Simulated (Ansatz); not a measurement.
The figure comes from a scan of W (bcc, W type): one W atom of a 2-atom cell moves by s along Cartesian x, with its periodic images. Level of theory: r2SCAN (plane waves to 500 eV, PAW, scalar-relativistic; Ansatz, a quantum-chemistry and plane-wave program). k mesh 17×17×17 (Γ-centred), Fermi-Dirac smearing 0.05 eV. With partly filled bands, energies and forces of such displacements shift with the k mesh and the smearing. F∥ is the force on the atom along that direction. On this mesh the relaxed cell isn't quite at rest: it carries a pressure of -0.1 GPa (compression positive) at the zero of the scan. Spin-orbit coupling is left out, though W is heavy. W is run without spin polarisation. W was relaxed with its symmetry unable to fall. 

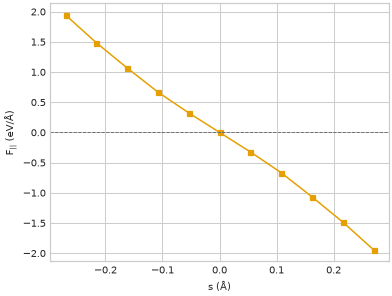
F∥ (eV/Å) against s (Å); markers are the computed points, lines only join them.

**Question.** Turn the plot into a table (rounded to what can be read).

**Answer.** To the nearest 0.05:

| s (Å) | F∥ (eV/Å) |
|---|---|
| -0.270 | 1.95 |
| -0.216 | 1.50 |
| -0.162 | 1.05 |
| -0.108 | 0.65 |
| -0.054 | 0.30 |
| 0.000 | 0.00 |
| 0.054 | -0.30 |
| 0.108 | -0.65 |
| 0.162 | -1.05 |
| 0.216 | -1.50 |
| 0.270 | -1.95 |

(A displaced cell: forces are minus the slopes of the energy, force constants its curvatures, and phonons follow from these.)
